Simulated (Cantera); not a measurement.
A closed system holds: 1 mol Ti(OiPr)₄, 0.18 mol C₃H₈, 40 mol H₂, at 20.0 Pa.

Method: chemical equilibrium by Gibbs-energy minimisation in Cantera with the NASA 1993 tables (ideal gas, pure condensed phases). Candidate condensed phases: C, C₆H₆, C₇H₈, C₈H₁₈, H₂O, Ti, TiC, TiO, TiO₂, Ti₂O₃, Ti₃O₅, Ti₄O₇; 113 gas species. The feed counts by its element totals alone. TiC: taken at fixed stoichiometry. Rates play no part.

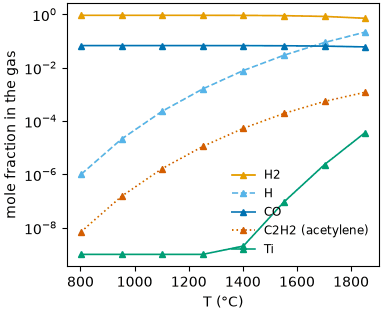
Equilibrium gas composition (values under 1e-9 drawn at 1e-9)

From 802 °C to 1852 °C the condensed part is C(graphite) + TiC(s).
